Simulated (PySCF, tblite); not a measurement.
**C4H8ClFSi2: geometry, infrared bands and NMR shifts**

Aim: predict the infrared bands and NMR shifts of C4H8ClFSi2 (`FC1=C(Cl)C[SiH2][SiH2]C1`).

The runs use tblite 0.8.0 and PySCF 2.14.0, with density-fitted response routines of our own; the level of theory stands in each step. All values are computed, except where a source is named. Atoms are numbered from 0 throughout.

## Step 1: The starting structure

16 atoms, charge 0, multiplicity 1; geometry from: force field or distance geometry start.

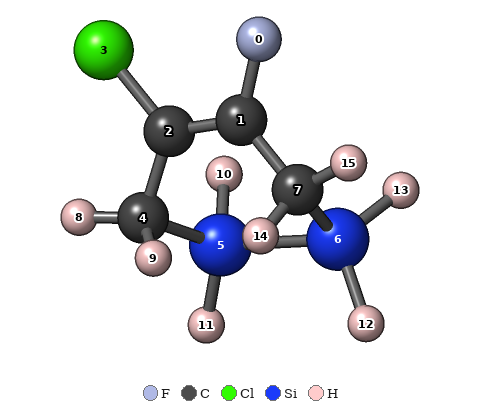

The starting geometry (fluorine light blue, carbon dark grey, chlorine green, silicon blue, hydrogen pink), atoms numbered; sticks join atoms by distance.

## Step 2: Optimising the geometry with GFN2-xTB

Job settings and geometry (Å):

```
{"job": {"kind": "relax", "xc": "GFN2-xTB", "basis": "xTB"}, "charge": 0, "multiplicity": 1}
F      0.701100    -2.369900    -1.359700
C      0.397000    -1.383800    -0.451500
C      1.413500    -0.577500    -0.121700
Cl     2.994100    -0.710000    -0.823800
C      1.197600     0.536900     0.880100
Si     0.065500     1.742700    -0.051200
Si    -1.702100     0.381000    -0.350000
C     -0.957100    -1.266400     0.149900
H      2.154000     0.984800     1.158000
H      0.650700     0.091400     1.724300
H      0.646900     1.953500    -1.378600
H     -0.248500     2.930200     0.696100
H     -2.770000     0.667300     0.636500
H     -2.154800     0.423300    -1.731300
H     -0.838300    -1.276300     1.240000
H     -1.557200    -2.118200    -0.228600
```

Run with:

```
$ OMP_NUM_THREADS=1 python probes_run.py task.json out
```

One launch serves the whole session: the jobs run in the order shown.

**Question.** This job is followed by: GFN2-xTB harmonic vibrations, gas phase; GIAO PBE0/pcSseg-1 NMR shielding, non-relativistic, gas phase. Predict these results of the whole session: strongest single infrared mode (GFN2-xTB); zero-point energy (GFN2-xTB); 13C shifts against TMS (PBE0/pcSseg-1); 1H shifts against TMS (PBE0/pcSseg-1, means over atoms taken as alike); 19F shifts against CFCl3 (PBE0/pcSseg-1); 35Cl shifts against HCl (PBE0/pcSseg-1); 29Si shifts against TMS (PBE0/pcSseg-1).

The runs gave:

| quantity | value |
| --- | --- |
| strongest single infrared mode (GFN2-xTB) | 2213 cm⁻¹, 478 km/mol |
| zero-point energy (GFN2-xTB) | 64.1 kcal/mol |
| 13C shifts against TMS (PBE0/pcSseg-1) | 163.1, 118.3, 19.4, 15.1 ppm |
| 1H shifts against TMS (PBE0/pcSseg-1, means over atoms taken as alike) | 3.96, 3.90, 2.02, 1.91 ppm |
| 19F shifts against CFCl3 (PBE0/pcSseg-1) | -87.8 ppm |
| 35Cl shifts against HCl (PBE0/pcSseg-1) | 226 ppm |
| 29Si shifts against TMS (PBE0/pcSseg-1) | -76.8, -78.6 ppm |

What this shows: The optimisation took 78 steps and gained 0.417 eV; among the close pairs (by a distance rule), Si5–Si6 changed most, from 2.251 to 2.317 Å. No mode is imaginary among the 42: a minimum at this level. The strongest single mode, at 2213 cm⁻¹, moves mainly H12 and H11. GFN2-xTB is a fitted tight-binding method: band positions and strengths are rough. Its intensities can rank the bands wrongly. At PBE0/pcSseg-1: The largest span, 392 ppm, is at Cl3, where the paramagnetic term is -422 ppm.
